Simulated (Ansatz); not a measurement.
# triplet NO+: levels of theory compared

We compute a comparison of 6 runs (UHF/STO-3G, UHF/aug-cc-pVTZ, U-revPBE/aug-cc-pVTZ, UBLYP/aug-cc-pVTZ, UHSE06/aug-cc-pVTZ, UPBE-QIDH/aug-cc-pVTZ) of triplet NO+. 

Program for the calculation: Ansatz 0.2.0.

1 further run of the same task is left out (set aside as unsound or not needed).

## (1) The structure to begin with

NO+: 2 atoms, total charge +1, spin state triplet. As SMILES of the parent species, `N#[O+]`. The bond length is the one measured for the parent species. That shape belongs to the parent species and isn't relaxed for this state.

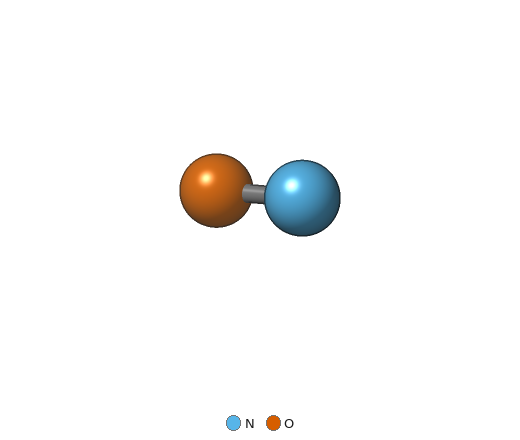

The structure, seen from a chosen angle (nitrogen blue, oxygen orange).

## (2) The energy at UHF/STO-3G (run 1)

Input file run.yaml:

```yaml
crystal:
  periodic: [false, false, false]
  atoms:
    - {symbol: N, position_ang: [0.000000, 0.000000, 0.000000]}
    - {symbol: O, position_ang: [0.000000, 0.000000, 1.063220]}
basis:
  gaussian:
    orbitals: STO-3G
hamiltonian:
  xc: hf
magnetization:
  spin_polarized: true
  initial_magnetization: 2
accuracy: high
total_charge: 1
output: {orbitals: {seedname: orbitals}}
```

Command:

```
$ ansatz run run.yaml --threads 1 --pin off --max-ram 3480MiB --events-out events.jsonl --progress --plain --runs-dir runs
```

Output:

```text
Warning: RAYON_NUM_THREADS=1 ignored (pool sized by the plan → 1); use --threads N
Functional definition: HF
  name "HF"
  exchange = exact_x
  correlation = 0
149 factors; integrals over basis functions are off by at most 3.3e-8 eV
mean field evaluation 1: about -3453.0348 eV, gradient 1.4e1 eV
mean field evaluation 2: about -3453.0973 eV, gradient 1.4e1 eV
mean field evaluation 4: about -3454.2137 eV, gradient 2.2e0 eV
mean field evaluation 8: about -3454.6051 eV, gradient 1.2e0 eV
mean field evaluation 16: about -3454.7087 eV, gradient 1.6e-4 eV
mean field evaluation 32: about -3454.6575 eV, gradient 8.1e-1 eV
mean field evaluation 64: about -3453.6910 eV, gradient 2.2e-3 eV
mean field -3454.70874878 eV, -126.9582048318 hartree, gradient 7.4e-9 eV, S^2 2.208160; 0 other end points of the search recorded, 0 dependent functions left out
reference -3454.70874878 eV, -126.9582048318 hartree; 8, 6 occupied and 2, 4 virtual orbitals, 149 factors
Total energy: -3454.70874878 eV, -126.9582048318 hartree
```

Wall time 0.06 s (1 thread of Arm Neoverse V2, shared host).

## (3) A single-point energy at UHF/aug-cc-pVTZ (run 2)

Input file in.yaml:

```yaml
basis:
  gaussian:
    orbitals: aug-cc-pVTZ
crystal:
  periodic: [false, false, false]
  atoms:
    - {symbol: "N", position_ang: [0.000000, 0.000000, 0.000000]}
    - {symbol: O, position_ang: [0.000000, 0.000000, 1.063220]}
total_charge: 1
magnetization:
  spin_polarized: true
  initial_magnetization: 2
hamiltonian:
  xc: hf
accuracy: high
output: {orbitals: {seedname: orbitals}}
```

Command:

```
$ ansatz run in.yaml --threads 1 --pin off --max-ram 3480MiB --events-out events.jsonl --progress --plain --runs-dir runs
```

Output:

```text
Warning: RAYON_NUM_THREADS=1 ignored (pool sized by the plan → 1); use --threads N
Functional definition: HF
  name "HF"
  exchange = exact_x
  correlation = 0
1267 factors; integrals over basis functions are off by at most 2.7e-9 eV
mean field evaluation 1: about -3499.6613 eV, gradient 2.8e1 eV
mean field evaluation 2: about -3499.6623 eV, gradient 2.8e1 eV
mean field evaluation 4: about -3502.1225 eV, gradient 4.1e0 eV
mean field evaluation 8: about -3502.5921 eV, gradient 1.2e0 eV
mean field evaluation 16: about -3502.7541 eV, gradient 1.0e-5 eV
mean field evaluation 32: about -3502.5161 eV, gradient 3.7e-1 eV
mean field evaluation 64: about -3501.3713 eV, gradient 4.4e-1 eV
mean field -3502.75407317 eV, -128.7238379370 hartree, gradient 3.5e-8 eV, S^2 2.231426; 1 other end points of the search recorded, 0 dependent functions left out
reference -3502.75407317 eV, -128.7238379370 hartree; 8, 6 occupied and 84, 86 virtual orbitals, 1267 factors
Total energy: -3502.75407317 eV, -128.7238379370 hartree
```

Run time: 2.1 s. Hardware: 1 thread of Arm Neoverse V2, shared host; peak memory 0.17 GiB.

Run 3 isn't shown in full; the table further down has it.

## (4) The energy at UBLYP/aug-cc-pVTZ (run 4)

Input file in.yaml:

```yaml
crystal:
  periodic: [false, false, false]
  atoms:
    - {symbol: N, position_ang: [0.000000, 0.000000, 0.000000]}
    - {symbol: O, position_ang: [0.000000, 0.000000, 1.063220]}
basis:
  gaussian:
    orbitals: aug-cc-pVTZ
total_charge: 1
magnetization:
  spin_polarized: true
  initial_magnetization: 2
hamiltonian:
  xc: {name: BLYP}
accuracy: high
output: {orbitals: {seedname: orbitals}}
```

Command:

```
$ ansatz run in.yaml --threads 1 --pin off --max-ram 3480MiB --events-out events.jsonl --progress --plain --runs-dir runs
```

Output:

```text
Warning: RAYON_NUM_THREADS=1 ignored (pool sized by the plan → 1); use --threads N
Functional definition: BLYP
  name "BLYP"
  parameter beta = 0.0042
  parameter a = 0.04918
  parameter b = 0.132
  parameter c = 0.2533
  parameter d = 0.349
  exchange = b88_x(beta = beta)
  correlation = lyp_c(a = a, b = b, c = c, d = d)
1267 factors; integrals over basis functions are off by at most 2.7e-9 eV
mean field evaluation 1: about -3509.7635 eV, gradient 5.6e1 eV
mean field evaluation 2: about -3450.6358 eV, gradient 1.3e2 eV
mean field evaluation 4: about -3517.6772 eV, gradient 1.7e1 eV
mean field evaluation 8: about -3518.6274 eV, gradient 2.8e-1 eV
mean field evaluation 16: about -3518.6278 eV, gradient 1.0e-5 eV
mean field evaluation 32: about -3515.7993 eV, gradient 1.9e1 eV
mean field evaluation 64: about -3515.7993 eV, gradient 1.9e1 eV
mean field -3518.62777357 eV, -129.3071856673 hartree, gradient 8.2e-9 eV, S^2 2.005477; 9 other end points of the search recorded, 0 dependent functions left out
reference -3518.62781091 eV, -129.3071870394 hartree; 8, 6 occupied and 84, 86 virtual orbitals, 1267 factors
Total energy: -3518.62781091 eV, -129.3071870394 hartree
```

Wall time 7.2 s (1 thread of Arm Neoverse V2, shared host); peak memory 0.19 GiB.

Run 5 isn't shown in full; the table further down has it.

## (5) A single-point energy at UPBE-QIDH/aug-cc-pVTZ (run 6)

Input file input.yaml:

```yaml
crystal:
  periodic: [false, false, false]
  atoms:
    - {symbol: "N", position_ang: [0.000000, 0.000000, 0.000000]}
    - {symbol: O, position_ang: [0.000000, 0.000000, 1.063220]}
basis:
  gaussian:
    orbitals: aug-cc-pVTZ
hamiltonian:
  xc: {name: PBE-QIDH}
output: {orbitals: {seedname: orbitals}}
accuracy: high
correlation:
  frozen_orbitals: {"N": 1, O: 1}
magnetization:
  spin_polarized: true
  initial_magnetization: 2
total_charge: 1
```

Command:

```
$ ansatz run input.yaml --threads 1 --pin off --max-ram 3480MiB --events-out events.jsonl --progress --plain --runs-dir runs
```

Output, shortened:

```text
Warning: RAYON_NUM_THREADS=1 ignored (pool sized by the plan → 1); use --threads N
Functional definition: PBE-QIDH
  name "PBE-QIDH"
[...]
1267 factors; integrals over basis functions are off by at most 2.7e-9 eV
[...]
mean field -3510.73927507 eV, -129.0172886943 hartree, gradient 5.6e-8 eV, S^2 2.072767; 0 other end points of the search recorded, 0 dependent functions left out
2 core orbitals not correlated: weight in the atoms' cores, before any rotation towards them, 1.000 or more for the frozen orbitals, at most 0.000 for the correlated occupied ones
reference -3510.73927625 eV, -129.0172887376 hartree; 6, 4 occupied and 84, 86 virtual orbitals, 1267 factors
second order -10.79130622 eV of doubles, -0.00000000 eV of singles
Total energy: -3514.33637832 eV, -129.1494798005 hartree
```

Wall time 3.6 s (1 thread of Arm Neoverse V2, shared host); peak memory 0.19 GiB.

## (6) The series

```tsv
run	level	frozen core orbitals	energy (Eh)	HOMO energy (eV)	⟨S²⟩	wall time
1	UHF/STO-3G	–	-126.958205	-23.31	2.208	0.06 s
2	UHF/aug-cc-pVTZ	–	-128.723838	-23.04	2.231	2.1 s
3	U-revPBE/aug-cc-pVTZ	–	-129.289056	-15.30	2.008	6 s
4	UBLYP/aug-cc-pVTZ	–	-129.307187	-15.30	2.005	7.2 s
5	UHSE06/aug-cc-pVTZ	–	-129.168910	-17.05	2.015	3.6 s
6	UPBE-QIDH/aug-cc-pVTZ	2	-129.149480	-21.01	2.073	3.6 s
```

## (7) What came out

```
                                                       quantity          value
                                            run 6: total energy  -129.14948 Eh
run 6: HOMO energy (SCF part's orbitals) (highest over α and β)      -21.01 eV
 run 6: LUMO energy (SCF part's orbitals) (lowest over α and β)      -16.45 eV
                                                    run 6: ⟨S²⟩          2.073
```

Totals of different functionals can't be ranked against each other. In run 1 the basis is minimal, so the values are rough. Spin contamination of the reference: run 2 ⟨S²⟩ = 2.23, run 1 ⟨S²⟩ = 2.21. All runs together took 23 s, the longest 7.2 s.
